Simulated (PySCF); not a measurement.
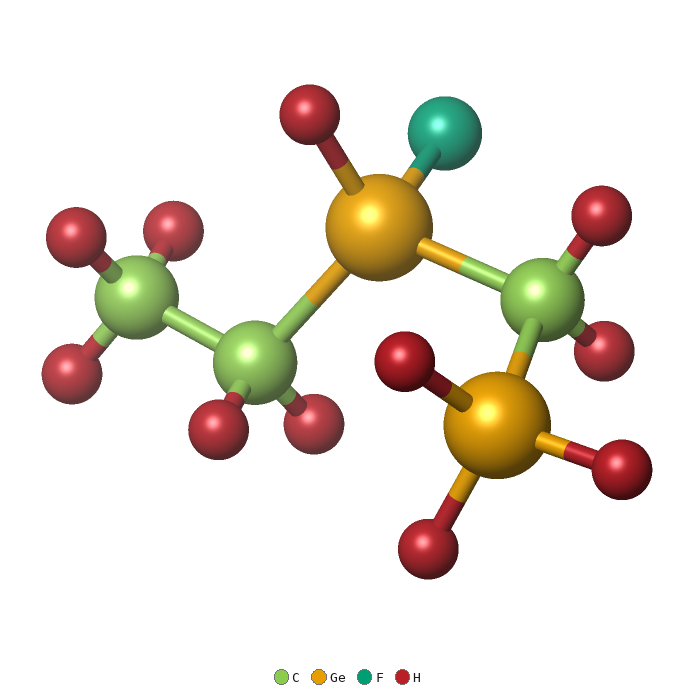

The geometry was computed by an optimisation with GFN2-xTB. No frequency run is at hand to confirm it as a minimum.

Draw it as a skeletal formula.

SMILES: C[CH2][Ge@H]([F])[CH2][GeH3]

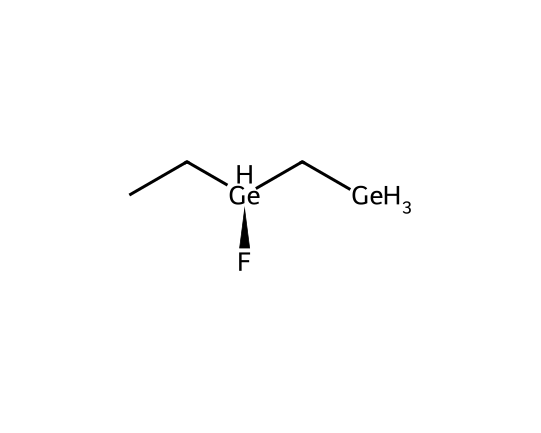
